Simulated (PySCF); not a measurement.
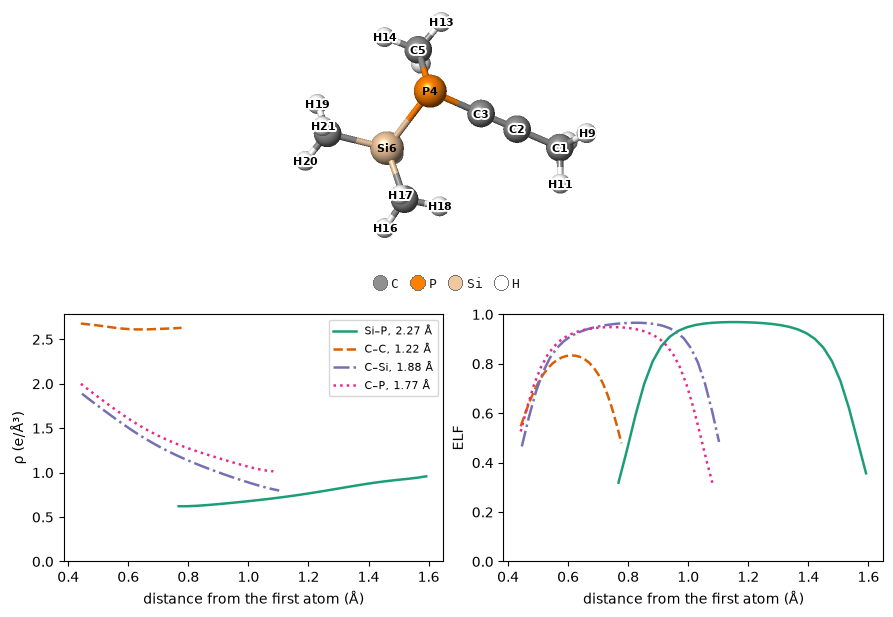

C₆H₁₃PSi (SMILES CC#CP(C)[SiH](C)C). Total electron density and electron localisation function along straight lines between neighbouring atoms. The curves leave out the atomic cores. The structure is drawn too.

Geometry: PBE0-D3(BJ)/def2-SVP.

These are results of wB97X-D/def2-SVPD, SCF density, gas phase in PySCF, not measurements.

```xyz
21

C     3.7167   -1.1284    0.7082
C     2.5210   -0.3192    0.5564
C     1.5167    0.3595    0.4227
P     0.0695    1.3746    0.3789
C     0.2697    2.2292   -1.2640
Si   -1.3759   -0.2776   -0.2160
C    -1.3905   -1.5499    1.1634
C    -3.0731    0.4942   -0.4765
H     4.4433   -0.6530    1.3863
H     4.2141   -1.2901   -0.2614
H     3.4700   -2.1185    1.1237
H     0.4802    1.5330   -2.0886
H     1.0892    2.9587   -1.1894
H    -0.6576    2.7819   -1.4798
H    -0.9065   -0.9030   -1.4965
H    -2.0719   -2.3822    0.9269
H    -1.7177   -1.0931    2.1102
H    -0.3794   -1.9591    1.3106
H    -3.0614    1.2150   -1.3088
H    -3.8219   -0.2787   -0.7117
H    -3.4009    1.0236    0.4317
```

### What kind of bonding do the profiles show?

Si–P (2.27 Å): ρ at the midpoint is about 0.73 e/Å³, with its minimum of 0.62 e/Å³ about 0.8 Å from Si; the ELF peaks at about 0.95 between the atoms; a shared electron pair.
C–C (1.22 Å): ρ at the midpoint is about 2.6 e/Å³; the ELF peaks at about 0.85 between the atoms (a short, multiple covalent bond).
C–Si (1.88 Å): ρ at the midpoint is about 0.96 e/Å³; the ELF peaks at about 0.95 between the atoms; localised, covalent bonding.
C–P (1.77 Å): ρ at the midpoint is about 1.2 e/Å³; the ELF peaks at about 0.95 between the atoms: a shared electron pair.
